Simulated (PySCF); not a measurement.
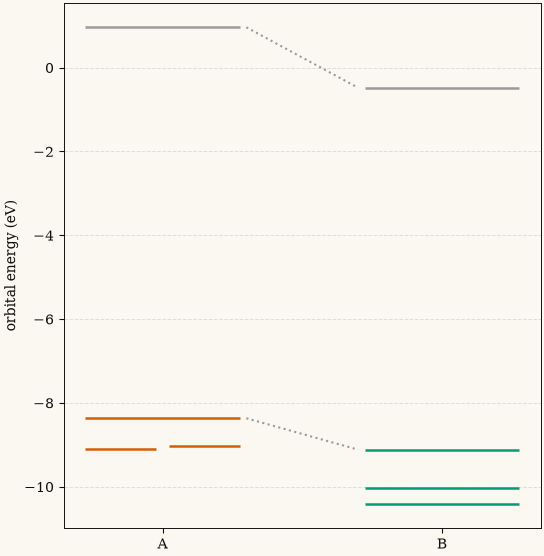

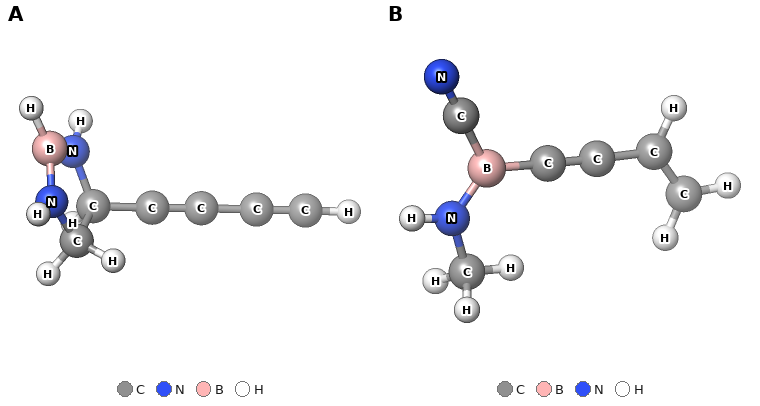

Related molecules: A is C₆H₇BN₂, SMILES C#CC#C[C@H]1CNBN1; B is C₆H₇BN₂, SMILES C=CC#CB(C#N)NC. Frontier orbital energies, ωB97X-D/def2-SVPD, PySCF, at a PBE0-D3(BJ)/def2-SVP geometry (no frequency check); drawn are at most three filled levels and, in grey, the LUMO with any level within 0.03 eV of it; dotted lines join the HOMOs and the LUMOs.

What does the change do to the frontier levels?

Answer. From A to B the HOMO falls by 0.75 eV and the LUMO falls by 1.44 eV, so the separation goes from 9.33 to 8.64 eV.

Does the ΔSCF ionisation energy follow the HOMO?

Answer. A: −ε(HOMO) 8.37, ΔSCF 8.45 eV; B: −ε(HOMO) 9.12, ΔSCF 9.22 eV.

Caveats, for all or some of the runs: empty levels above zero depend strongly on the basis; one conformer of a flexible molecule.
